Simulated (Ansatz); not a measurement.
Computed with PBE (plane waves to 420 eV, PAW; Ansatz, a program for electronic structure).

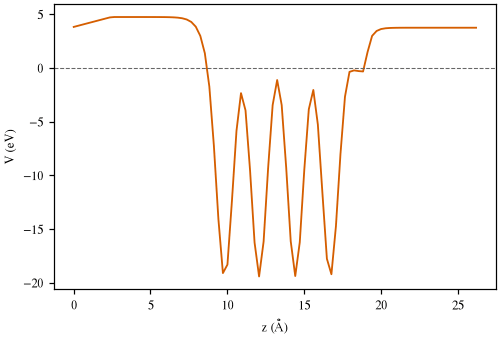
Figure: Plane-averaged electrostatic potential energy along the normal, in eV from the Fermi level, for CH3 on the 1x1 (110) surface of bcc Ta, one in a 2x2 cell, started at the site 'bridge Ta-Ta (span 3.3 Å)'

Model: 20-atom slab, 6.8 Å thick at the start under the adsorbate (thin: gaps and levels are the slab's own), 5x5x1 mesh, Fermi-Dirac 0.1 eV, dipole correction, 8 atoms held, the rest relaxed; no symmetry held; no spin, no spin-orbit, no U, no dispersion correction. At the end it is bonded to 3 Ta. In PBE it is, or lies within 0.03 eV of, the lowest of the starts that converged.

The vacuum level lies 3.76 eV above the Fermi level over the top face and 4.76 eV above it under the bottom face.
